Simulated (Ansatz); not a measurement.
System: S3Sn3 (quintet).

Input

```
crystal:
  periodic: [false, false, false]
  atoms:
    - {symbol: Sn, position_ang: [-0.342832, -0.184230, 2.292809]}
    - {symbol: Sn, position_ang: [2.057228, 1.132664, -0.962045]}
    - {symbol: Sn, position_ang: [-0.376924, -0.922580, -1.189933]}
    - {symbol: S, position_ang: [1.464462, -1.011824, 0.551334]}
    - {symbol: S, position_ang: [-0.576574, 1.562719, -1.155689]}
    - {symbol: S, position_ang: [-2.225360, -0.576749, 0.463524]}
basis:
  gaussian: {orbitals: def2-TZVP, initial_orbitals: start.molden}
magnetization: {spin_polarized: true, initial_magnetization: 4}
hamiltonian: {xc: pbe0, dispersion: d4}
scf: {omitted_lower_state_checks: [starts]}
output: {orbitals: {seedname: orbitals}}
```

Command:

```sh
ansatz run in.yaml --threads 4 --pin off --events-out ev --progress --plain --max-ram 4787MiB
```

Geometry: r2SCAN-D4/def2-SVP; core potentials replace the inner electrons of Sn.

Computed with Ansatz, UKS PBE0-D4/def2-TZVP.

What will maps of the electron density, electron localisation function and spin density show?

Sn–S (2.69 Å): the density is about 0.35 e/Å³ at the midpoint; the ELF peaks at about 0.85 in the valence shell of S, 0.9 Å from its nucleus, and drops to about 0.15 between the two atoms.
The unpaired spin (4 electrons) lies mostly on Sn1 (about 1.0), Sn2 (about 0.8), S6 (about 0.7), S5 (about 0.7), Sn3 (about 0.5) and S4 (about 0.3), in electrons by Hirshfeld's partition.

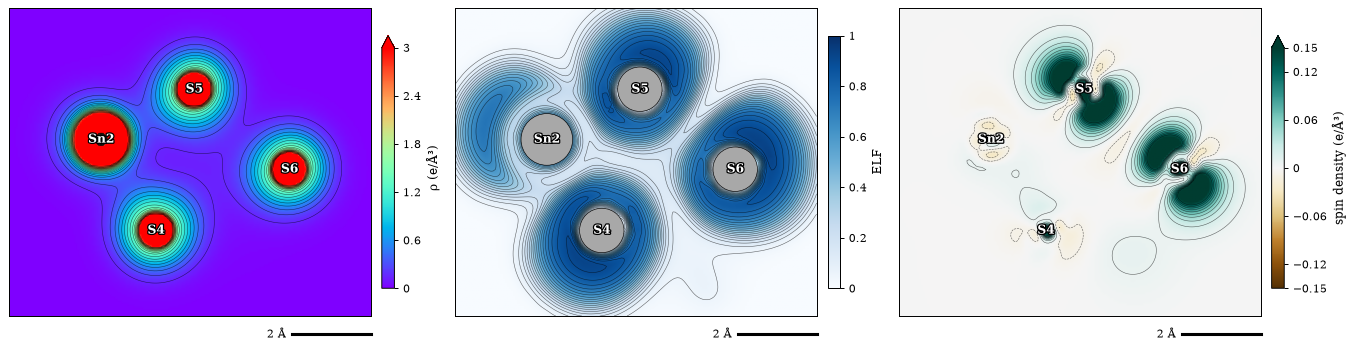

Computed electron density, electron localisation function and spin density on the plane of atoms S4, Sn2 and S5, in this order. Grey discs cover the atomic cores in the ELF map. 
